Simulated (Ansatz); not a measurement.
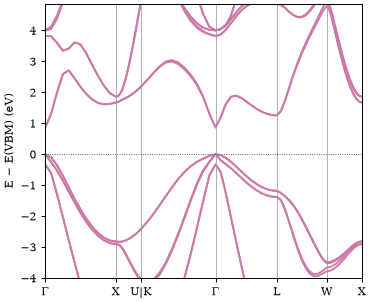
*Band structure from plane-wave PAW r²SCAN with spin–orbit coupling (Ansatz code)*

Problem. Read off the gap and where the band edges lie.

Solution. About 0.9 eV (0.86 eV by a search for the band edges); maximum at Γ, minimum at Γ.

The material is GaAs (zinc blende, F-43m).

Symmetry was held in the r²SCAN relaxation; phonons on a q-mesh show no instability.

Potentials: the earlier of the program's two PAW sets.
